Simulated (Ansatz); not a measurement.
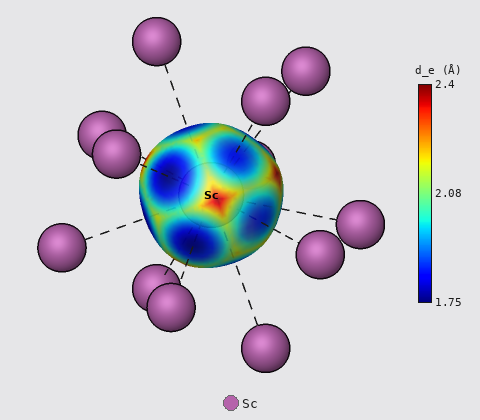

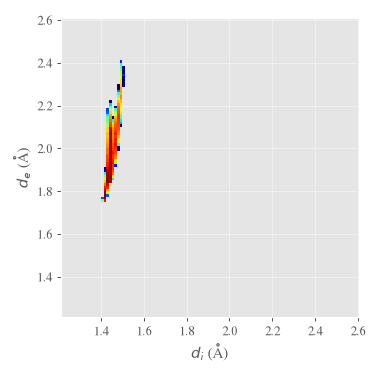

Hirshfeld surface computed for one Sc atom in Sc in space group P6_3/mmc, coloured by d_e. Dashed lines lead to the closest neighbours outside. The second picture is its fingerprint plot, coloured by area on a logarithmic scale (blue little, red much).

The surface is where the fragment's share of the procrystal density (the sum of the densities of spherically averaged neutral Hartree-Fock atoms) equals one half. d_i and d_e are the distances from the surface to the nearest nucleus inside and outside.

Origin of the cell: the input geometry of an electronic-structure calculation (not necessarily at equilibrium).

```cif
data_structure
_symmetry_space_group_name_H-M 'P6_3/mmc'
_symmetry_Int_Tables_number 194
_cell_length_a 3.2743
_cell_length_b 3.2743
_cell_length_c 5.0852
_cell_angle_alpha 90.000
_cell_angle_beta 90.000
_cell_angle_gamma 120.000
_cell_volume 47.21
loop_
_atom_site_label
_atom_site_type_symbol
_atom_site_symmetry_multiplicity
_atom_site_Wyckoff_symbol
_atom_site_fract_x
_atom_site_fract_y
_atom_site_fract_z
_atom_site_occupancy
Sc1 Sc 2 d 0.33333 0.66667 0.75000 1
```

**What is the shortest distance from the fragment to an atom outside it?**

Sc–Sc, 3.17 Å.

**How is the surface shared among contacts (nearest atom inside ··· nearest atom outside)?**

Sc···Sc 100 %. The surface faces 12 neighbours with more than 2 % of its area each: 12 Sc.

**Give the size and shape of the surface.**

It encloses about 12.8 Å³, has an area of about 26 Å² and a globularity of 1.00 (1 for a sphere).

**Where does the fingerprint reach closest to the origin?**

The smallest d_i + d_e is about 3.2 Å, which belongs to the shortest contact, Sc···Sc at 3.17 Å; d_e runs from 1.75 to 2.40 Å.
